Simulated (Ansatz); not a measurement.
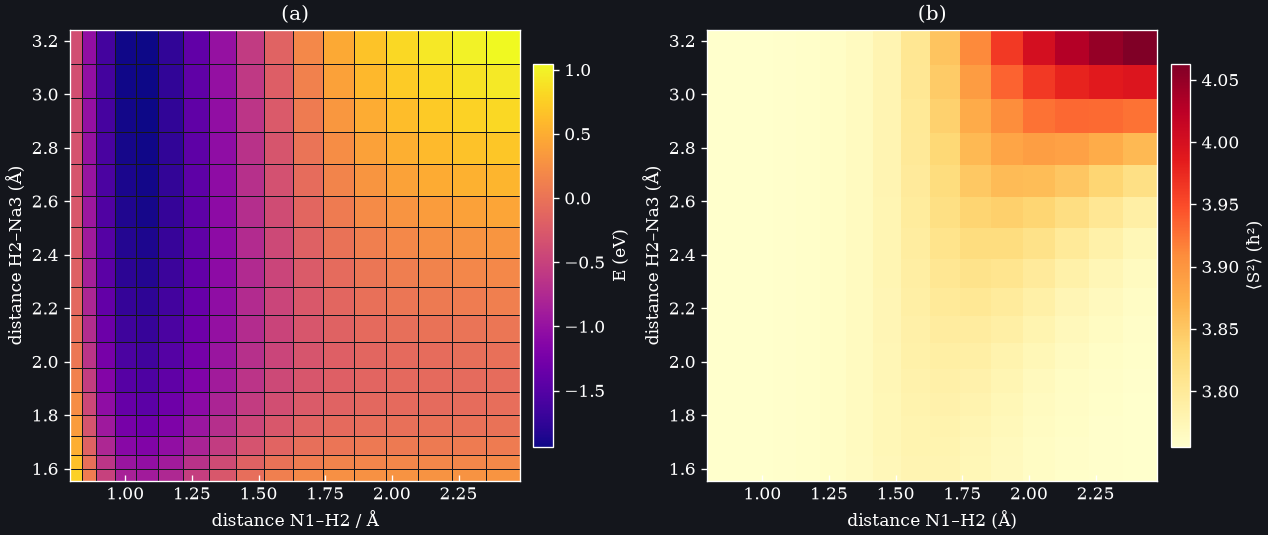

The system N + HNa, spin multiplicity 4. Coordinates scanned: (1) distance N1–H2; (2) distance H2–Na3. Nothing is relaxed (the angle N1–H2–Na3 is fixed at 180 degrees). The grid has 17 × 17 points. Points are written as (first, second). All energies are given in eV relative to N far from the relaxed HNa (each part in its own basis). These are results of Ansatz, UKS PBE0-D4/aug-cc-pVTZ, not measurements.

Panel (a) is the energy and panel (b) the computed ⟨S²⟩ on the same grid.

The picture shows one coloured cell a grid point.

**How does the ⟨S²⟩ vary over the map, and what is it at the lowest grid point?**

Leaving out the highest fifth of the energies, it runs from 3.76 ħ² at (0.816 Å, 1.929 Å) to 3.85 ħ² at (1.799 Å, 2.677 Å). At the lowest grid point, (1.080 Å, 3.176 Å), it is 3.76 ħ². That point lies on the edge of the scan.

| distance H2–Na3 ↓, distance N1–H2 → | 0.816 | 0.923 | 1.080 | 1.263 | 1.466 | 1.684 | 1.917 | 2.161 | 2.416 |
| --- | --- | --- | --- | --- | --- | --- | --- | --- | --- |
| 3.176 | 3.76 | 3.76 | 3.76 | 3.76 | 3.78 | 3.85 | 3.96 | 4.03 | 4.06 |
| 2.921 | 3.76 | 3.76 | 3.76 | 3.76 | 3.78 | 3.84 | 3.91 | 3.93 | 3.92 |
| 2.677 | 3.76 | 3.76 | 3.76 | 3.76 | 3.78 | 3.83 | 3.86 | 3.85 | 3.82 |
| 2.444 | 3.76 | 3.76 | 3.76 | 3.76 | 3.78 | 3.81 | 3.82 | 3.80 | 3.77 |
| 2.226 | 3.76 | 3.76 | 3.76 | 3.76 | 3.78 | 3.80 | 3.80 | 3.78 | 3.76 |
| 2.023 | 3.76 | 3.76 | 3.76 | 3.76 | 3.78 | 3.79 | 3.78 | 3.77 | 3.76 |
| 1.840 | 3.76 | 3.76 | 3.76 | 3.76 | 3.77 | 3.78 | 3.77 | 3.76 | 3.76 |
| 1.683 | 3.76 | 3.76 | 3.76 | 3.76 | 3.77 | 3.78 | 3.77 | 3.76 | 3.76 |
| 1.576 | 3.76 | 3.76 | 3.76 | 3.76 | 3.77 | 3.78 | 3.77 | 3.76 | 3.76 |

The table holds every second grid line.
